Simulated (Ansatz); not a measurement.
The parent structure is NiO in the rock salt structure (space group Fm-3m, No. 225; a = 4.1886 Å; ferromagnetic). Axes: x, y, z lie along the cube axes.

One thing is altered: biaxial strain −0.37 %, plane normal [110], relaxed out of plane (Cartesian); in-plane vectors clamped, the third vector and the atoms free.

Method: r2SCAN (Ansatz, an electronic-structure program, PAW, no spin-orbit coupling).

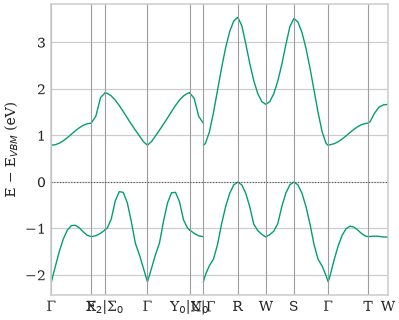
Figure: Highest valence and lowest conduction band along the path of the changed cell's own zone

Question: Read the changed gap and its character from the plot.

Answer: About 0.8 eV, indirect, S → Γ.

No phonon test of stability was made. No Hubbard U is applied and the magnetic state is the run's own (NiO ferromagnetic); small cells can't hold the antiferromagnetic order that many such compounds have, so gaps and moments can be off. A gap here joins edges of opposite spin (a spin-flip gap). In its common phase, real NiO is an antiferromagnetic insulator at low temperature. Labels are those of the standard path for the cell's own space group.
